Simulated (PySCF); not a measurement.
Vertical excitations of a molecule C₂H₉ClOSi₂ from TDA-PBE/def2-SVPD in PySCF, as energy in eV (oscillator strength): 6.29 (0.019), 6.80 (0.013), 6.84 (0.003), 6.89 (0.010), 7.11 (0.027), 7.28 (0.015). Lowest triplet (TDA): 6.11 eV. Coordinates come from a PBE-D3(BJ)/def2-SVP optimisation. The values are those of a single conformer.

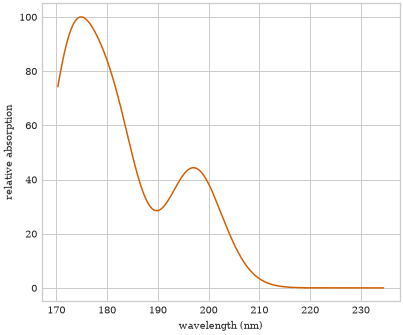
Figure: The lines broadened by 0.4 eV.

### Question
Which structure fits?
(A) C[Si](C)(Cl)O[SiH3]
(B) CO[SiH2][Si@H](C)Cl
(C) C[Si@H](Cl)OC[SiH3]
(D) CO[Si@@](C)([SiH3])Cl

### Answer
A, C[Si](C)(Cl)O[SiH3]
